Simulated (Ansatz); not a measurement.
**Pressure series in Zr**

Take Zr in the hcp (Mg type) structure (space group P6_3/mmc, No. 194; a = 3.146 Å, c = 5.086 Å) as the base.

Cell and atoms are relaxed at each pressure.

All numbers come from LDA, PAW, 420 eV (Ansatz, a first-principles code; spin-orbit coupling left out).

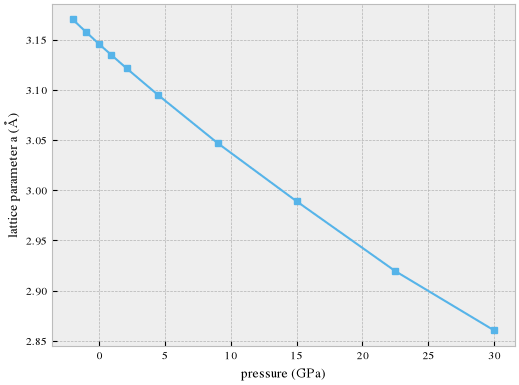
*Lattice parameter a against pressure*

| pressure (GPa) | lattice parameter a |
|---|---|
| -2 | 3.170 Å |
| -1 | 3.158 Å |
| 0.9 | 3.135 Å |
| 2.1 | 3.121 Å |
| 4.5 | 3.095 Å |
| 9 | 3.047 Å |
| 15 | 2.989 Å |
| 22.5 | 2.919 Å |
| 30 | 2.860 Å |

Load acts through the strain it causes; cell and atoms are relaxed under it. Stability against distortions was not tested. The final runs are not spin-polarised. Measured, Zr leaves this structure (for the ω phase) near 3 GPa (temperature not stated; as listed in C. Cazorla, D. Alfè, M. J. Gillan, Physical Review B (2008)).
